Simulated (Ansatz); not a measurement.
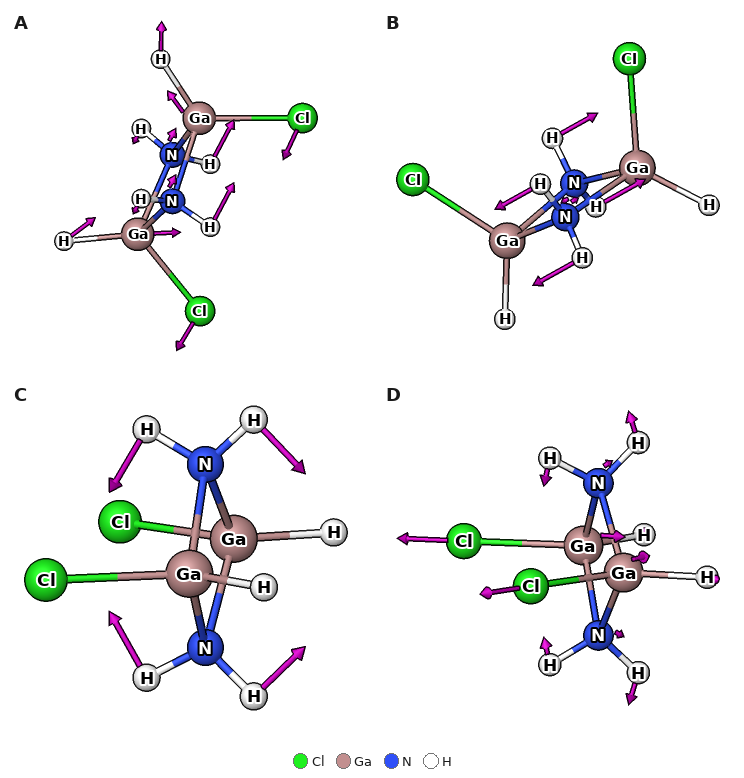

4 normal modes of one molecule or complex, as arrows. Harmonic vibrations computed with RKS PBE0-D4/def2-TZVP (Ansatz 0.2.0) at a stationary point of the same level.

> Match the panels to the wavenumbers 99 cm⁻¹, 406 cm⁻¹, 864 cm⁻¹, 1582 cm⁻¹.

A: 99 cm⁻¹, Cl–Ga–N bending
B: 864 cm⁻¹, Ga–N–H bending
C: 1582 cm⁻¹, angle bending
D: 406 cm⁻¹, in-phase stretching of 2 Ga–Cl bonds
